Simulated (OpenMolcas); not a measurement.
**Pr³⁺ among point charges: CASSCF levels and susceptibility**

Aim: the splitting of the states of Pr³⁺ in the field of 8 point charges, its lowest levels with spin-orbit coupling and its magnetic susceptibility.

The numbers are computed with OpenMolcas 26.06 (state-averaged CASSCF, spin-orbit coupling by RASSI with atomic mean-field integrals), except any that are marked as measured or tabulated.

### Step 1. The system

```
Species                           : Pr³⁺ (praseodymium, Z = 59, 56 electrons)
Basis                             : ANO-RCC-VDZP [7s6p4d2f1g], 68 functions
Scalar Hamiltonian                : DKH2, point nucleus
Inactive shells                   : 1s 2s 2p 3s 3p 3d 4s 4p 4d 5s 5p
Active space                      : 2 electrons in 7 orbitals (4f)
Some configurations of this space : 4f2
Orbitals                          : optimised for the highest spin of each parity, averaged over all roots
```

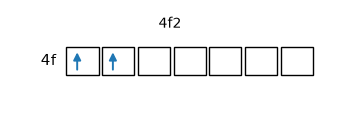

Occupation of the outer shells (arrows by Hund's rule).

The ion sits among 8 point charges of -1 e arranged as a square antiprism (D4d), 2.4 Å from the ion, with a polar angle of 66.5° against the regular 57.3°.

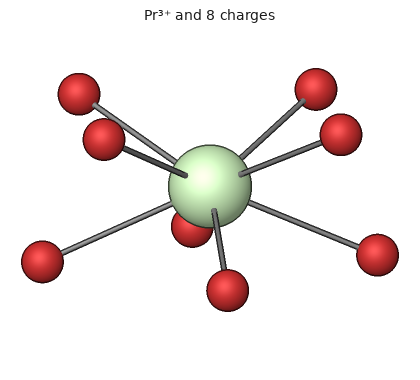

The ion and the point charges (red).

Each step is its own input file, run in one work folder so that later steps find the files of earlier ones. Labels, J, g values, rates, χT and fits are worked out afterwards by a script from the matrices that RASSI stores.

### Step 2. Basis and integrals

a.inp

```
&GATEWAY
Coord
1

Pr 0.0 0.0 0.0
Basis=ANO-RCC-VDZP
Group=NoSym
NoMove
AngMom=0.0 0.0 0.0
AMFI
XField
8 Angstrom 0
2.032913 0.842060 0.958227 -1.000000
-0.842060 2.032913 0.958227 -1.000000
-2.032913 -0.842060 0.958227 -1.000000
0.842060 -2.032913 0.958227 -1.000000
2.032913 -0.842060 -0.958227 -1.000000
0.842060 2.032913 -0.958227 -1.000000
-2.032913 0.842060 -0.958227 -1.000000
-0.842060 -2.032913 -0.958227 -1.000000
&SEWARD
```

Started as:

```console
> OMP_NUM_THREADS=1 MOLCAS_MEM=2252 MOLCAS_PROJECT=a pymolcas a.inp > a.log
```

### Step 3. Reference wave functions, triplets, 21 roots

a.inp

```
&RASSCF
FileOrb=start.orb
Symmetry=1
Spin=3
nActEl=2 0 0
Inactive=27
Ras2=7
CIRoot=21 21 1
SDav=21
CIMx=300
Iter=120 100
PrWF=0.3
OrbListing=Nothing
MaxOrb=0
>>> COPY $Project.JobIph JOB001
```

start.orb holds the contracted functions of the basis, ordered by shell, or the orbitals of the step before.

### Step 4. Reference wave functions, singlets, 28 roots

a.inp

```
&RASSCF
FileOrb=start.orb
Symmetry=1
Spin=1
nActEl=2 0 0
Inactive=27
Ras2=7
CIRoot=28 28 1
SDav=28
CIMx=300
Iter=120 100
PrWF=0.3
OrbListing=Nothing
MaxOrb=0
CIOnly
>>> COPY $Project.JobIph JOB002
```

### Step 5. RASSI: spin-orbit coupling between the states

a.inp

```
&RASSI
NrOfJobIphs=2 21 27
1 2 3 4 5 6 7 8 9 10 11 12 13 14 15 16 17 18 19 20 21
1 2 3 4 5 6 7 8 9 10 11 12 13 14 15 16 17 18 19 20 21 22 23 24 25 26 27
IphNames
JOB001
JOB002
EJob
SpinOrbit
DIPRint=1.0
SOCoupling=1000.0
Subsets=2
Property=9
'ANGMOM' 1 'ANGMOM' 2 'ANGMOM' 3 'MLTPL  1' 1 'MLTPL  1' 2 'MLTPL  1' 3
'AMFI' 1 'AMFI' 2 'AMFI' 3
SOProperty=3
'ANGMOM' 1 'ANGMOM' 2 'ANGMOM' 3
```

**Question.** What will these runs give? Wanted: spin-free ground state; first state of the same spin within the active space; lowest level; next level.

As calculated:

| quantity | value |
| --- | --- |
| method | CASSCF |
| spin-free ground state | triplet, 1-fold in its orbital part |
| first state of the same spin within the active space | triplet at 100 cm⁻¹ |
| lowest level | 1-fold |
| next level | 108.6 cm⁻¹ |
| χT at 300 K | 1.51 cm³ K/mol |
| effective moment at 300 K | 3.47 μB |

In words: The spin-free ground state (triplet) comes to 98 % from free-ion H terms and keeps the highest spin of the shell. The singlets rest on orbitals optimised for another spin in at least one step, which raises them against the optimised states. Not all states of the active space went into the spin-orbit step. This is an electrostatic model: the charges have no orbitals.
